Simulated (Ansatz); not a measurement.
CH8BClSi2: nudged elastic band

CH8BClSi2, set up with RKS BHLYP-D4/def2-SVP (Ansatz 0.2.0).

One setting was made poor on purpose. It belongs to a series of runs on one base structure; here: an input spoilt on purpose. Figures and captions count atoms from 1; the log counts them from 0 in places.

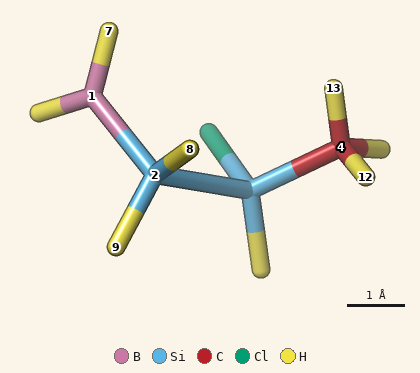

Fig. 1: The structure as given in the input (stick view, seen at a tilt; atoms are numbered from 1 in the order of the input). Bond lengths as drawn: B–H 1.20 Å, B–Si 2.01 Å, Cl–Si 2.11 Å, C–H 1.09 Å, C–Si 1.87 Å, H–Si 1.48 to 1.49 Å and Si–Si 2.35 Å.

## The input
```yaml
crystal:
  periodic: [false, false, false]
  atoms:
    - { symbol: B, position_ang: [-0.404542, 2.079746, 1.24507] }
    - { symbol: Si, position_ang: [-1.360267, 0.775188, 0.051057] }
    - { symbol: Si, position_ang: [0.484514, -0.319219, -0.917138] }
    - { symbol: C, position_ang: [0.778404, -2.039574, -0.254147] }
    - { symbol: Cl, position_ang: [2.12064, 0.87646, -0.342707] }
    - { symbol: H, position_ang: [-0.18313, 3.201015, 0.890188] }
    - { symbol: H, position_ang: [-0.015548, 1.73639, 2.324538] }
    - { symbol: H, position_ang: [-2.1789, -0.231477, 0.776549] }
    - { symbol: H, position_ang: [-2.199633, 1.39217, -1.006779] }
    - { symbol: H, position_ang: [0.474312, -0.324973, -2.397164] }
    - { symbol: H, position_ang: [1.720744, -2.445899, -0.631459] }
    - { symbol: H, position_ang: [-0.034821, -2.704726, -0.561848] }
    - { symbol: H, position_ang: [0.818826, -2.029899, 0.83844] }
basis:
  gaussian: { orbitals: def2-SVP }
hamiltonian:
  xc: { name: BHLYP }
  dispersion: d4
neb:
  order_check: false
  images: 5
  f_tol: 0.05
  max_iterations: 8
  spring: 50.0
  final_atoms:
    - { symbol: B, position: [-0.40137831, 2.03533121, 1.27282071] }
    - { symbol: Si, position: [-1.36320485, 0.78673271, 0.0280871] }
    - { symbol: Si, position: [0.47420227, -0.31848035, -0.94141258] }
    - { symbol: C, position: [0.78551499, -2.01630725, -0.23216147] }
    - { symbol: Cl, position: [2.11160296, 0.9000841, -0.42434858] }
    - { symbol: H, position: [-0.00607785, 1.64074487, 2.33216293] }
    - { symbol: H, position: [-0.17913155, 3.17122556, 0.97084125] }
    - { symbol: H, position: [-2.21455718, -0.21976697, 0.71421837] }
    - { symbol: H, position: [-2.17226255, 1.45050845, -1.02389482] }
    - { symbol: H, position: [0.44436532, -0.36970455, -2.41948737] }
    - { symbol: H, position: [1.7260104, -2.42417752, -0.61227321] }
    - { symbol: H, position: [-0.02639258, -2.69622859, -0.5085146] }
    - { symbol: H, position: [0.84190792, -1.97475967, 0.85856228] }
  initial_path: idpp
```

Hardware: 2 threads of Arm Neoverse V1, 24 GiB of memory available, shared host.

Launch command:
```bash
ansatz run input.yaml --threads 2 --pin off --max-ram 3072MiB --backend cpu --events-out ev --progress --plain --runs-dir out
```

## Log
```
Error: 13 input errors — fix all and re-run
  1. invalid value for `neb.final_atoms`: atom 0 takes position alone, and under basis.gaussian position_ang alone
  2. invalid value for `neb.final_atoms`: atom 1 takes position alone, and under basis.gaussian position_ang alone
  3. invalid value for `neb.final_atoms`: atom 2 takes position alone, and under basis.gaussian position_ang alone
  4. invalid value for `neb.final_atoms`: atom 3 takes position alone, and under basis.gaussian position_ang alone
  5. invalid value for `neb.final_atoms`: atom 4 takes position alone, and under basis.gaussian position_ang alone
  6. invalid value for `neb.final_atoms`: atom 5 takes position alone, and under basis.gaussian position_ang alone
  7. invalid value for `neb.final_atoms`: atom 6 takes position alone, and under basis.gaussian position_ang alone
  8. invalid value for `neb.final_atoms`: atom 7 takes position alone, and under basis.gaussian position_ang alone
  9. invalid value for `neb.final_atoms`: atom 8 takes position alone, and under basis.gaussian position_ang alone
 10. invalid value for `neb.final_atoms`: atom 9 takes position alone, and under basis.gaussian position_ang alone
 11. invalid value for `neb.final_atoms`: atom 10 takes position alone, and under basis.gaussian position_ang alone
 12. invalid value for `neb.final_atoms`: atom 11 takes position alone, and under basis.gaussian position_ang alone
 13. invalid value for `neb.final_atoms`: atom 12 takes position alone, and under basis.gaussian position_ang alone
```

## Outcome

| quantity | value |
| --- | --- |
| outcome | refused by the program |

## Diagnosis

The program refused the input: “13 input errors — fix all and re-run 1. invalid value for `neb.final_atoms`: atom 0 takes position alone, and under basis.gaussian position_ang alone 2. invalid value for `neb.final_atoms`: atom 1 takes position alone, and under basis.gaussian position_ang alone 3. invalid value for `neb.final_atoms`: atom 2 takes position alone, and under basis.gaussian position_ang alone 4 …” A deliberately poor setting: bad input.
